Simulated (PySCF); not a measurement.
# MP2/6-311++G(2d,2p) run of BNH2Cl2 (BCl2(NH2))

Aim: the vertical ionisation energy of BNH2Cl2 (BCl2(NH2)) at MP2/6-311++G(2d,2p), from 2 runs. 

Program for the calculation: PySCF 2.14.0.

**1. The molecule**

The species is BNH2Cl2 (6 atoms), meant as a singlet with charge 0. As SMILES, `NB(Cl)Cl`. The shape is that of a GFN2-xTB optimisation.

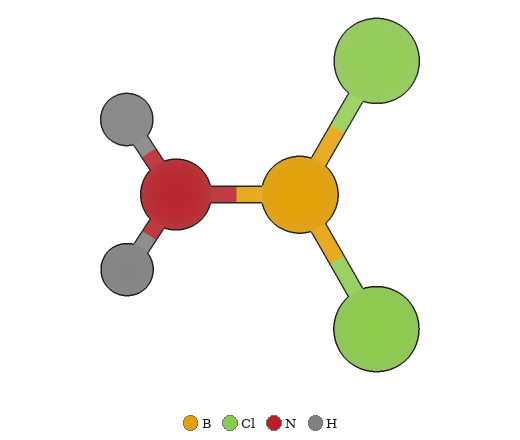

The structure, seen from a chosen angle (boron amber, chlorine green, nitrogen red, hydrogen grey).

**2. A single-point energy at MP2/6-311++G(2d,2p)**

calc.py reads:

```python
from pyscf import gto, scf, mp

mol = gto.Mole()
mol.atom = '''
B      0.553482     0.966519     0.007597
Cl     3.714408     1.016597     0.871787
Cl    -0.978746     3.733740    -0.842005
N     -0.752489    -1.303552    -0.006274
H     -2.583010    -1.451121    -0.500003
H      0.046355    -2.962183     0.468898
'''
mol.basis = '6-311++g(2d,2p)'
mol.unit = 'bohr'
mol.max_memory = 1860
mol.verbose = 3
mol.build()

mf = scf.RHF(mol)
mf.conv_tol = 1e-10
mf.kernel()
if not mf.converged:
    mf = mf.newton().run(mf.mo_coeff, mf.mo_occ)

pt = mp.MP2(mf, frozen=12).run()
e_final = pt.e_tot
print(f'total energy: {e_final:.8f} hartree')
```

Launch:

```sh
$ OMP_NUM_THREADS=1 python calc.py
```

Standard output:

```text
converged SCF energy = -999.486820581421
E(RMP2) = -1000.08211311784  E_corr = -0.595292536416608
E(SCS-RMP2) = -1000.06424186426  E_corr = -0.577421282836115
total energy: -1000.08211312 hartree
```

Wall time 6.9 s (1 thread of Arm Neoverse V2, shared host); peak memory 0.66 GiB.

**3. The doublet cation**

run.py reads:

```python
from pyscf import gto, scf, mp

molecule = gto.M(
    atom=[
    ('B', (0.292890, 0.511460, 0.004020)),
    ('Cl', (1.965580, 0.537960, 0.461330)),
    ('Cl', (-0.517930, 1.975810, -0.445570)),
    ('N', (-0.398200, -0.689810, -0.003320)),
    ('H', (-1.366870, -0.767900, -0.264590)),
    ('H', (0.024530, -1.567520, 0.248130)),
],
    max_memory=1860,
    basis='6-311++g(2d,2p)',
    charge=1,
    spin=1,
    verbose=3,
)

myscf = scf.UHF(molecule)
myscf.conv_tol = 1e-10
myscf.kernel()
if not myscf.converged:
    myscf = myscf.newton().run(myscf.mo_coeff, myscf.mo_occ)

pt = mp.MP2(myscf, frozen=12).run()
e_tot = pt.e_tot
print('E(%s) = %.9f' % ('MP2', e_tot))
```

Launch:

```sh
$ OMP_NUM_THREADS=1 python run.py
```

Standard output:

```text
converged SCF energy = -999.126814341415  <S^2> = 0.76419605  2S+1 = 2.014146
E(UMP2) = -999.673387928782  E_corr = -0.546573587366842
E(SCS-UMP2) = -999.658184945941  E_corr = -0.531370604525992
E(MP2) = -999.673387929
```

Wall time 23 s (1 thread of Arm Neoverse V2, shared host); peak memory 0.92 GiB.

**4. Results**

At MP2/6-311++G(2d,2p), 12 core orbitals frozen:

| quantity | value |
| --- | --- |
| singlet BNH2Cl2: total energy | -1000.08211 Eh |
| singlet BNH2Cl2: dipole moment (Hartree–Fock density) | 2.64 D |
| singlet BNH2Cl2: HOMO energy (Hartree–Fock orbitals) | -11.88 eV |
| singlet BNH2Cl2: LUMO energy (Hartree–Fock orbitals) | 1.07 eV |
| singlet BNH2Cl2: HOMO–LUMO gap (Hartree–Fock orbitals) | 12.95 eV |
| singlet BNH2Cl2: correlation energy (12 core orbitals frozen) | -595.3 mEh |
| doublet cation: total energy | -999.67339 Eh |
| doublet cation: HOMO energy (Hartree–Fock orbitals) (highest over α and β) | -17.52 eV |
| doublet cation: LUMO energy (Hartree–Fock orbitals) (lowest over α and β) | -8.08 eV |
| doublet cation: correlation energy (12 core orbitals frozen) | -546.6 mEh |
| doublet cation: ⟨S²⟩ of the reference determinant | 0.764 |
| vertical ionisation energy (to the doublet cation) | 11.122 eV |

**Reading.** Removing an electron at fixed nuclei costs 11.12 eV (1073 kJ/mol). Mulliken charges (doublet cation) of the mean-field density run from -0.08 on Cl2 to +0.65 on B1; in a basis this large or diffuse they mean little.
